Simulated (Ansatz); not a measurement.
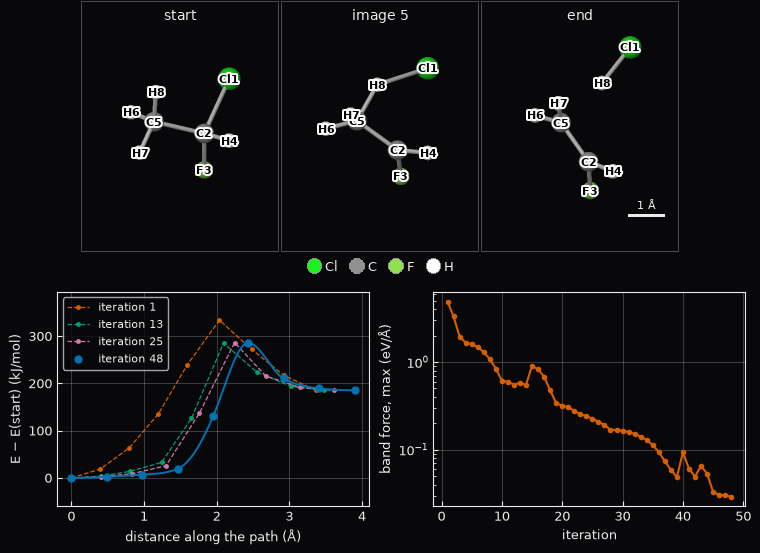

A nudged-elastic-band calculation for C2H4ClF. Images are numbered from 0 (start) to 8 (end). The plot follows the band through its iterations. A ball-and-stick model, seen at a tilt.

Computed with RKS B3LYP-D4/STO-3G (Ansatz 0.2.0). Settings: 7 movable images; climbing image; force threshold 0.03 eV/Å; iteration limit 60; optimiser FIRE; largest step 0.5 Å; starting path through a guess of the saddle point.

Did the band converge, and can the barrier be trusted?

Answer. The run is converged, with reservations. The band converged in 48 iterations. The largest component of the band force went from 4.9 to 0.029 eV/Å. The climbing image converged on the top of the path. Its curvatures weren't checked. The step length is far from the usual. The first iteration put the highest image at 333.9 kJ/mol. The highest point, image 5, lies 285.7 kJ/mol above the start and 100.3 kJ/mol above the end; the end is at +185.4 kJ/mol relative to the start.

Limits of the set-up: STO-3G is a minimal basis, so the numbers are rough.
